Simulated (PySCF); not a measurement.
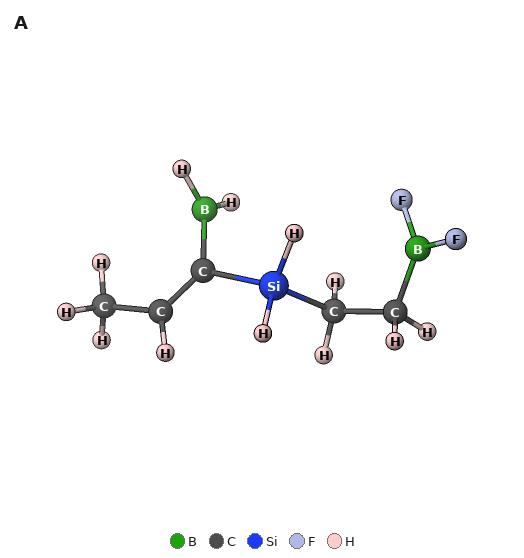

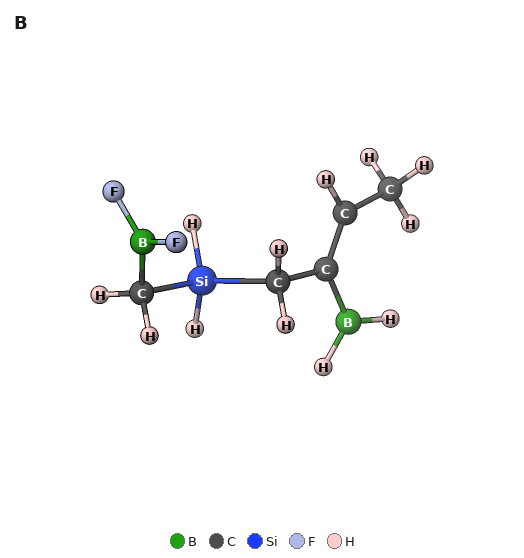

2 stationary structures of one formula. Geometries: GFN2-xTB. Electronic energies: PBE0/pcSseg-1 (PySCF 2.14.0), without zero-point energy. No frequency run is at hand to confirm each as a minimum. Each is one conformer, not always the lowest.

Question: Are they conformers, stereoisomers or constitutional isomers?

Answer: They are constitutional isomers of C5H12B2F2Si: A `B/C(=C\C)[SiH2]CCB(F)F`, B `B/C(=C\C)C[SiH2]CB(F)F`.

Question: Rank them by energy, lowest first.

Answer: B is lowest; A lies 10.5 kcal/mol above it.

The geometry is semi-empirical. Around B, Si such bond lengths and angles can be off by a tenth of an ångström or more and by several degrees, and values that hang on the shape move with them.
